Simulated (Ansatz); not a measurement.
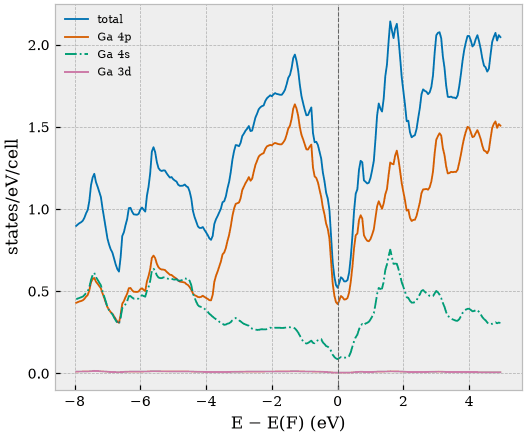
Fig. 1. Total and projected density of states of Ga in space group Cmcm (No. 63; Ga on 8g), r²SCAN in the plane-wave PAW code Ansatz

Question: Which orbitals carry the states next to the Fermi level?

Answer: Within 0.5 eV of the Fermi level: Ga 4p 81 %, Ga 4s 17 %. Projections are on Löwdin-orthogonalised atomic valence shells; empty p or d shells of many metals are not among them.

Question: Where is the tallest occupied peak in this window, and what makes it?

Answer: Near -1.3 eV, about 1.9 states/eV per cell; the largest projected share is Ga 4p.

The first step of the workflow began from a Materials Project structure, measured or hypothetical; the Crystallography Open Database files this formula in space group No. 63, but the cells were not matched. It is not the phase usual at ambient conditions (space group No. 64). The r²SCAN relaxation kept the symmetry of its start; of distortions, only those at the zone centre were tested. Spin–orbit coupling is left out wherever it is not named.

Potentials: the later of the program's two PAW sets.
